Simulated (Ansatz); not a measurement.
# ZnSe (ZnSe (110), 3 layers): a single-point run

Aim: a sound single-point run of ZnSe (ZnSe (110), 3 layers). The structure is shown as the input types it.

Program: Ansatz 0.2.0. Level of theory: DFT, r2SCAN, PAW with Ansatz's default frozen-core files, scalar-relativistic. These are calculated values, not measurements.

1 further run of the same task is left out (it didn't finish).

**1. The structure to begin with**

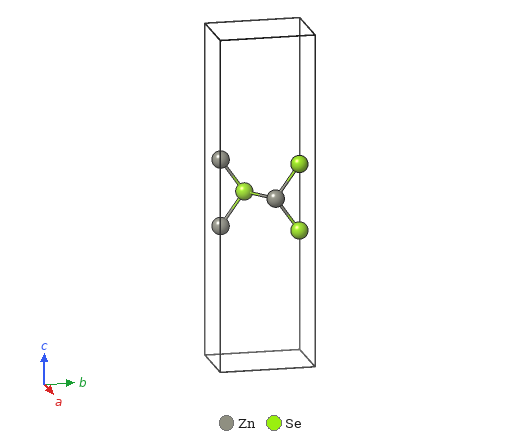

The starting structure, seen slightly off an axis (zinc grey, selenium green).

As a file:

```cif
data_structure
_symmetry_space_group_name_H-M 'P 1'
_symmetry_Int_Tables_number 1
_cell_length_a 4.0052
_cell_length_b 5.6642
_cell_length_c 20.0052
_cell_angle_alpha 90.000
_cell_angle_beta 90.000
_cell_angle_gamma 90.000
_cell_volume 453.85
loop_
_atom_site_label
_atom_site_type_symbol
_atom_site_fract_x
_atom_site_fract_y
_atom_site_fract_z
_atom_site_occupancy
Zn1 Zn 0.25000 0.12500 0.39990 1
Se1 Se 0.75000 0.87500 0.39990 1
Zn2 Zn 0.75000 0.62500 0.50000 1
Se2 Se 0.25000 0.37500 0.50000 1
Zn3 Zn 0.25000 0.12500 0.60010 1
Se3 Se 0.75000 0.87500 0.60010 1
```

**2. The calculation**

input.yaml

```yaml
crystal:
  lattice:
    - [4.0052217771, 0.0, 0.0]
    - [0.0, 5.6642389575, 0.0]
    - [0.0, 0.0, 20.0052]
  atoms:
    - { symbol: Zn, position: [0.25, 0.125, 0.3998954827] }
    - { symbol: Se, position: [0.75, 0.875, 0.3998954827] }
    - { symbol: Zn, position: [0.75, 0.625, 0.5] }
    - { symbol: Se, position: [0.25, 0.375, 0.5] }
    - { symbol: Zn, position: [0.25, 0.125, 0.6001045173] }
    - { symbol: Se, position: [0.75, 0.875, 0.6001045173] }
kpoints:
  mp_grid: { grid: [8, 6, 1] }
scf:
  occupations: { method: fermi_dirac, width: 0.02 }
  mixing: { algorithm: anderson, beta: 1.5, ndim: 1, preconditioner: none }
  max_iter: 75
hamiltonian:
  xc: r2scan
  pseudopotentials: { kind: paw }
output:
  forces: true
  stress: true
  eigenvalues: true
  populations: true
efield:
  axis: 3
  amplitude: 0
  dipole_correction: true
```

Launch:

```console
$ ansatz run input.yaml --threads 2 --pin off --max-ram 4096MiB --backend cpu --events-out ev --progress --plain --runs-dir out
```

Q: Will this input give a usable result? If not, why, and what should change?

The program refused the input before any cycle. It says: «invalid value for `scf.mixing.beta`: must be finite and in (0, 1]; got 1.5»

The number typed is not permitted for that setting.

The cure: choose a value inside the allowed range.
